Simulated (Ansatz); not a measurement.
TaNH3Cl5: several calculations on one system

### Relaxation

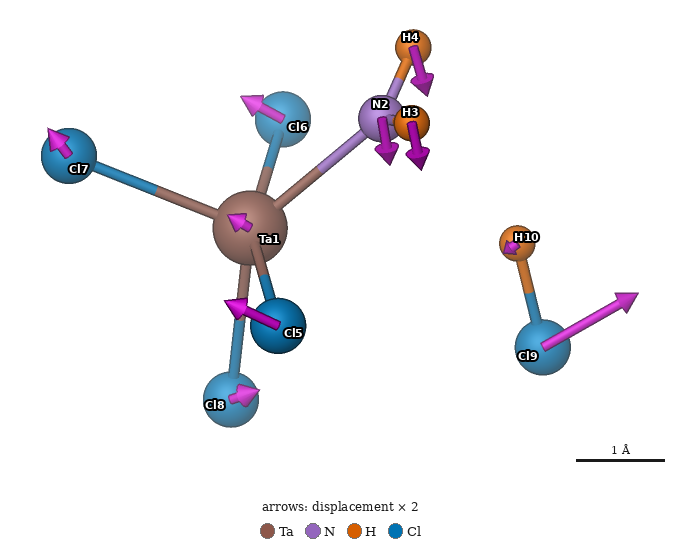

A relaxation of TaNH₃Cl₅. The starting structure is drawn; purple arrows show the displacements, magnified 2 times. The two geometries are superimposed by the best rigid fit.

The picture is a ball-and-stick view, seen at a tilt.

The run prepares an end point of a later path (reaction) calculation, from a guessed geometry.

All numbers below come from Ansatz 0.2.0, RKS PBE/def2-SVP.

Input
```yaml
crystal:
  periodic: [false, false, false]
  atoms:
    - { symbol: Ta, position_ang: [-0.006711, 0.101914, 0.055911] }
    - { symbol: "N", position_ang: [2.091713, 0.265186, 0.160685] }
    - { symbol: H, position_ang: [2.592524, 0.534696, 1.014118] }
    - { symbol: H, position_ang: [2.69955, 0.229306, -0.664723] }
    - { symbol: Cl, position_ang: [0.152553, 0.345053, 2.37548] }
    - { symbol: Cl, position_ang: [0.46108, -0.467981, -2.167406] }
    - { symbol: Cl, position_ang: [-0.9731, 2.131977, -0.363457] }
    - { symbol: Cl, position_ang: [-1.66245, -1.515998, 0.20388] }
    - { symbol: Cl, position_ang: [1.593096, -3.087177, 0.913817] }
    - { symbol: H, position_ang: [2.220545, -1.937376, 0.611194] }
basis:
  gaussian: { orbitals: def2-SVP }
hamiltonian:
  xc: pbe
relax:
  f_tol: 0.03
  max_steps: 50
output:
  orbitals: {}
```

Launched with:
```bash
ansatz run input.yaml --threads 4 --pin off --max-ram 5120MiB --backend cpu --events-out ev --progress --plain --runs-dir out
```

Atoms of which element are displaced furthest, and by how much?

Answer. Chlorine: up to 0.64 Å, against 0.32 Å for hydrogen.

What did the optimiser do to the structure, and how much energy did it gain?

Answer. Cl9 moves most after the best rigid fit: 0.64 Å. By element the largest moves are Cl 0.64 Å, H 0.32 Å, N 0.31 Å, Ta 0.16 Å. Near-neighbour distances that change, for instance: Ta1–N2 2.107 → 2.005 Å, Ta1–H10 3.070 → 3.133 Å, Cl9–H10 1.344 → 1.318 Å, Ta1–Cl7 2.287 → 2.309 Å. Bond angles that change, for instance: N2–Ta1–Cl8 139.6° → 120.2°, N2–Ta1–Cl7 111.2° → 121.3°, Cl7–Ta1–Cl8 109.2° → 118.5°. Over 8 geometry steps the energy falls by 18.7 kJ/mol. Largest force component: 1.6 eV/Å at the start, 0.0033 eV/Å at the end. Cost: 22 s on 4 threads of Arm Neoverse V2, on a shared host, peak memory 0.26 GiB.

Limits of the set-up: the start holds two separate molecules, 2.3 Å apart at their closest, whose relative position is a soft coordinate and is computed without a dispersion correction.

### Relaxation

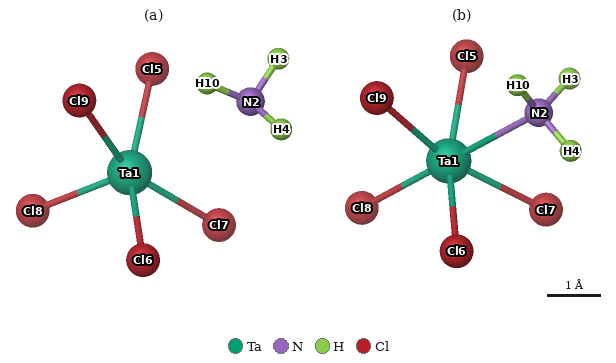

The structure of TaNH₃Cl₅ before (left) and after (right) a relaxation, at one scale.

The picture is a ball-and-stick view, seen from a free direction.

The run prepares an end point of a later path (reaction) calculation, from a guessed geometry.

Level of theory: RKS PBE/def2-SVP (Ansatz).

Input file:
```yaml
crystal:
  periodic: [false, false, false]
  atoms:
    - { symbol: Ta, position_ang: [-0.469113, -0.531281, 0.203454] }
    - { symbol: "N", position_ang: [2.807906, 0.104658, 0.200873] }
    - { symbol: H, position_ang: [3.252353, 0.51007, 1.034142] }
    - { symbol: H, position_ang: [3.3402, 0.402035, -0.626483] }
    - { symbol: Cl, position_ang: [-0.126194, -0.076259, 2.470342] }
    - { symbol: Cl, position_ang: [0.028153, -0.707781, -2.074276] }
    - { symbol: Cl, position_ang: [-0.854073, 1.737818, -0.126535] }
    - { symbol: Cl, position_ang: [-2.579959, -1.372213, 0.257287] }
    - { symbol: Cl, position_ang: [0.883903, -2.534278, 0.526243] }
    - { symbol: H, position_ang: [2.885624, -0.933171, 0.274453] }
basis:
  gaussian: { orbitals: def2-SVP }
hamiltonian:
  xc: pbe
relax:
  f_tol: 0.03
  max_steps: 50
```

Launched with:
```bash
ansatz run input.yaml --threads 4 --pin off --max-ram 5120MiB --backend cpu --events-out ev --progress --plain --runs-dir out
```

What changed between the two?

Answer. The largest move after the best rigid fit is that of H4, 0.79 Å. Largest moves by element: H 0.79 Å, Cl 0.63 Å, N 0.54 Å, Ta 0.45 Å. Among the contacts that change: Ta1–H4 4.009 → 2.918 Å, Ta1–H3 3.953 → 2.912 Å, Ta1–N2 3.338 → 2.374 Å, Ta1–H10 3.379 → 2.899 Å. New bonds form, among them: Ta1–N2 (3.34 → 2.37 Å). Bond angles that change, for instance: Cl7–Ta1–Cl9 155.8° → 163.5°, Cl5–Ta1–Cl6 158.2° → 163.3°, Cl7–Ta1–Cl8 102.2° → 98.4°. Over 7 geometry steps the energy falls by 88.3 kJ/mol. Largest force component: 1 eV/Å at the start, 0.0074 eV/Å at the end.

Limits of the set-up: the start holds two separate molecules, 2.6 Å apart at their closest, whose relative position is a soft coordinate and is computed without a dispersion correction.

### Path

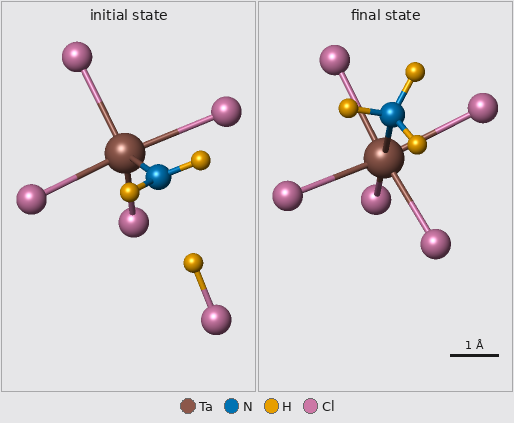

The two relaxed end points of a path for TaNH₃Cl₅. Style: ball-and-stick. Shown from a free direction.

These are results of RKS PBE/def2-SVP in Ansatz, not measurements.

Run with 7 movable images; climbing image; force threshold 0.03 eV/Å; iteration limit 60.

Start:
```xyz
10

Ta   -0.0525    0.2542    0.0264
N     1.9287    0.0108    0.2203
H     2.4350    0.2728    1.0742
H     2.5582   -0.0495   -0.5885
Cl    0.0282    0.6817    2.3306
Cl    0.3665   -0.2020   -2.2354
Cl   -0.9663    2.3223   -0.4416
Cl   -1.4708   -1.5460    0.2698
Cl    2.2240   -3.2162    0.8716
H     2.1178   -1.9284    0.6120
```

End:
```xyz
10

Ta   -0.0177   -0.5916    0.1965
N     2.2726    0.0329    0.2357
H     2.4699    0.6892    1.0048
H     2.5630    0.4788   -0.6461
Cl    0.1457   -0.0403    2.4883
Cl    0.4846   -0.9702   -2.0799
Cl   -0.2681    1.7044   -0.2887
Cl   -2.2389   -1.1902    0.1547
Cl    0.8894   -2.7171    0.6976
H     2.8683   -0.7964    0.3766
```

Predict the minimum-energy path and its barrier.

The highest point, image 3, lies 0.08 eV above the start and 1.52 eV above the end; the end is at −1.44 eV relative to the start. Breaking: Cl9–H10 (1.32 → 1.36 at the top → 2.78 Å). Forming: N2–H10 (1.99 → 1.76 at the top → 1.03 Å), Ta1–Cl9 (4.24 → 3.26 at the top → 2.36 Å). The band converged in 17 iterations, with a climbing image at the top. At the top, the vibrational analysis gives one imaginary mode (67i cm⁻¹), as a transition state must have.

Energies of the converged images:

```json
{"image": "0", "path (Å)": "0.00", "E (eV)": "0.000"}
{"image": "1", "path (Å)": "0.42", "E (eV)": "0.018"}
{"image": "2", "path (Å)": "0.84", "E (eV)": "0.058"}
{"image": "3", "path (Å)": "1.27", "E (eV)": "0.085"}
{"image": "4", "path (Å)": "1.70", "E (eV)": "-0.124"}
{"image": "5", "path (Å)": "2.14", "E (eV)": "-0.830"}
{"image": "6", "path (Å)": "2.58", "E (eV)": "-1.245"}
{"image": "7", "path (Å)": "3.02", "E (eV)": "-1.394"}
{"image": "8", "path (Å)": "3.46", "E (eV)": "-1.439"}
```

The geometry at the top of the path:

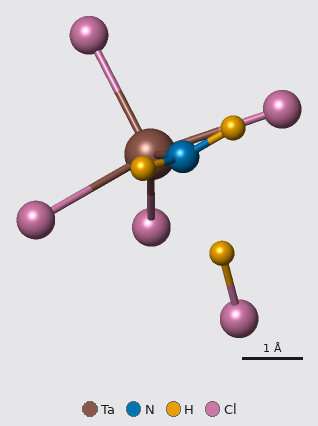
